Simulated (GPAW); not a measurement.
Consider As on a P site in NbPS.

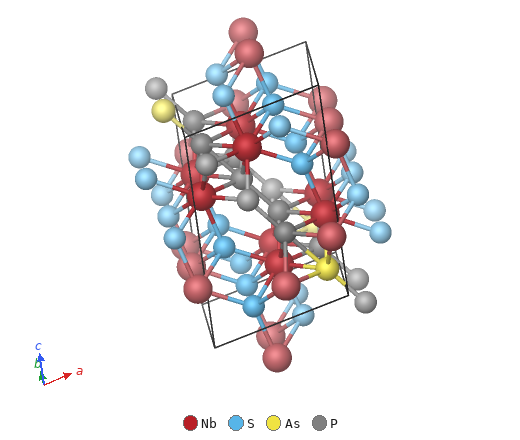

The structure (niobium red, sulfur blue, arsenic yellow, phosphorus grey). Some periodic images of atoms are drawn too.

```
Nb S As P
1.0
     1.71900    2.36250    5.94000
    -6.87600    0.00000    0.00000
    -1.71900   -7.08750    5.94000
Nb S As P
8 8 1 7
Direct
  0.43894 0.15507 0.81211
  0.93491 0.40964 0.31677
  0.43908 0.65862 0.81144
  0.93554 0.89970 0.31652
  0.55923 0.83763 0.18825
  0.06435 0.09285 0.68566
  0.55790 0.34718 0.18905
  0.06410 0.59625 0.68620
  0.31947 0.05158 0.10780
  0.81874 0.30281 0.60807
  0.31534 0.55284 0.10639
  0.81823 0.80194 0.60713
  0.17806 0.19690 0.39370
  0.68020 0.44783 0.89409
  0.18241 0.69682 0.39490
  0.68166 0.94635 0.89376
  0.88518 0.19232 0.11574
  0.38236 0.44075 0.61855
  0.87952 0.68950 0.12122
  0.38144 0.94065 0.61955
  0.11904 0.80998 0.88025
  0.61777 0.05923 0.38124
  0.12865 0.31440 0.87056
  0.61805 0.55922 0.38089
```

Absorber: atom 17, with 1 P at 2.31 Å, 1 P at 2.51 Å and 4 Nb at 2.64 Å (6-fold; the defect atom itself). Method: GPAW, LDA, excited-electron core hole (neutral cell), 24-atom cell with 6.6 Å between holes, 3×3×2 k points, dipole transitions, Gaussian full width 2.14 eV up to 4 eV, rising linearly to 3.5 eV at 25 eV.

Question: Predict the near-edge structure at the As K edge.

Main maxima up to 25 eV above the zero (height): 3.0 eV (1.74), 7.8 eV (1.02) and 19.6 eV (0.90). A K edge sees empty p states on the absorber. 

The As K spectrum (energy from the lowest empty level; intensity scaled to a mean of 1 over the first 20 eV):

```tsv
E (eV)	isotropic	ε ∥ x	ε ∥ y	ε ∥ z
-2.0	0.01	0.01	0.02	0.01
-0.5	0.26	0.19	0.31	0.28
1.0	1.01	0.80	1.09	1.13
2.5	1.69	1.62	1.76	1.69
4.0	1.51	1.46	1.78	1.28
5.5	0.93	0.81	1.42	0.55
7.0	0.99	0.68	1.74	0.54
8.5	1.00	0.87	1.27	0.86
10.0	0.99	1.12	0.72	1.13
11.5	0.94	1.06	0.58	1.17
13.0	0.83	0.96	0.53	0.99
14.5	0.75	0.82	0.63	0.81
16.0	0.77	0.81	0.78	0.71
17.5	0.81	0.74	0.98	0.71
19.0	0.88	0.74	1.11	0.81
20.5	0.88	0.76	1.01	0.87
22.0	0.83	0.79	0.86	0.83
23.5	0.81	0.82	0.81	0.80
25.0	0.81	0.84	0.77	0.81
```

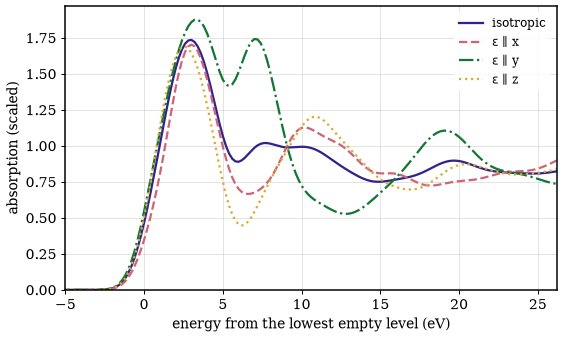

The As K edge.

The script folds with a Gaussian, whereas the core hole's own line is a Lorentzian, so the onset is too steep and the first peak too high. The cell shows no gap over 0.35 eV; the host's own band filling, the defect's levels or the functional may be the cause. In so small a cell the defects form an ordered array, and no site is far from one. The mesh is coarse (0.36 Å⁻¹ between points), so small maxima may be mesh ripples.

[Banner, clock and machine lines of the logs are left out without a mark of their own.]

[Logs are printed without paths, hosts, clocks, repeated set-up lines and the standing remarks that a program may print on its own settings, such as how far it seeks lower states.]

[Hosts, paths, dates, database ids (printed as entryN), source tags and the programs' standing remarks are cut or masked in the printed files.]

[Lists of maxima count a maximum above −3 eV only where it reaches 4 % of the highest in the window and stands out from its surroundings by 2 % of it (1.5 % where it reaches 55 %); shoulders and weaker maxima are passed over, and of the rest the first, up to two pre-edge ones and the few strongest are named.]
